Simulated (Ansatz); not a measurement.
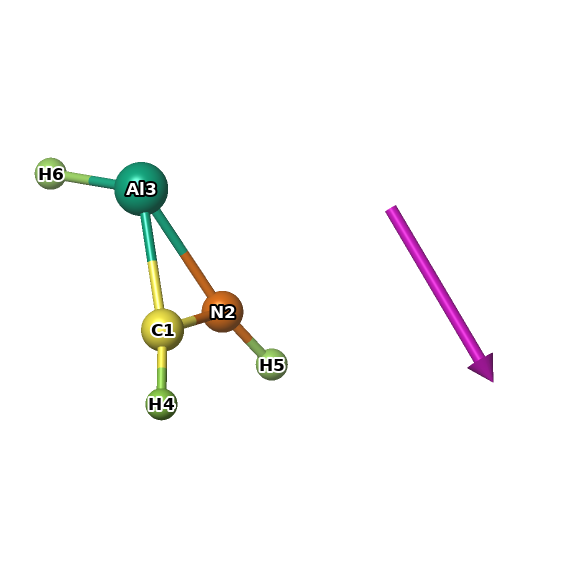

The arrow beside the molecule shows the direction of the dipole moment, from the negative to the positive end (its length means nothing). State: neutral, doublet. The computed structure is the end point of a PBE0-D4/def2-TZVP optimisation. No frequency run is at hand to confirm it as a minimum. Method: UKS PBE0-D4/def2-TZVP (Ansatz 0.2.0).

Q: How large is the dipole moment?

A: 3.04 D; it points from the side of H6 to the side of H5 (the outermost atoms at the two ends).
